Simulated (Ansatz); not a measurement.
System: Ge₂N.

```yaml
crystal:
  lattice:
    - [2.98722, 0.00000, 0.00000]
    - [-1.49361, 2.58701, 0.00000]
    - [0.00000, 0.00000, 5.98370]
  atoms:
    - { symbol: Ge, position: [0.33333, 0.66667, 0.23169] }
    - { symbol: Ge, position: [0.66667, 0.33333, 0.76831] }
    - { symbol: N, position: [0.00000, 0.00000, 0.00000] }
```

Space group P-3m1; a structure generated by program, which may or may not match a known phase; computed without spin polarisation.

The calculation used Ansatz, DFT PBE, scalar-relativistic, plane waves, PAW.

Question: What can the converged valence pseudo-density and electron localisation function tell about the bonding?

Answer: Ge–N (2.21 Å): the density is about 0.46 e/Å³ at the midpoint; the ELF peaks at about 0.80 in the valence shell of N, 0.7 Å from its nucleus, and is about 0.40 at the midpoint.

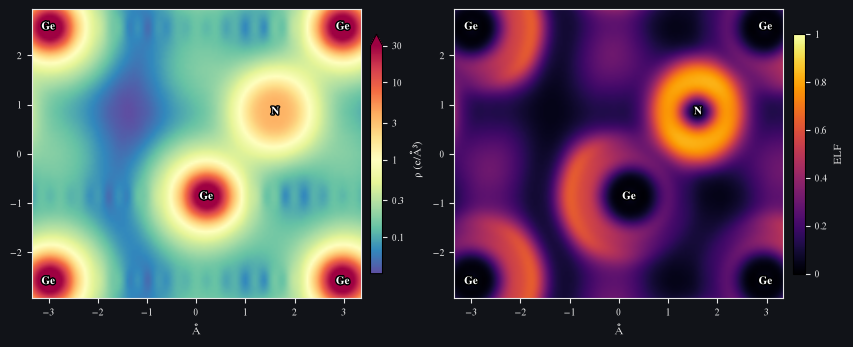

Computed valence pseudo-density and electron localisation function on the (110) plane of the conventional cell, in this order. 

Core electrons are frozen (PAW), and the valence fields are smoothed inside the atomic spheres.
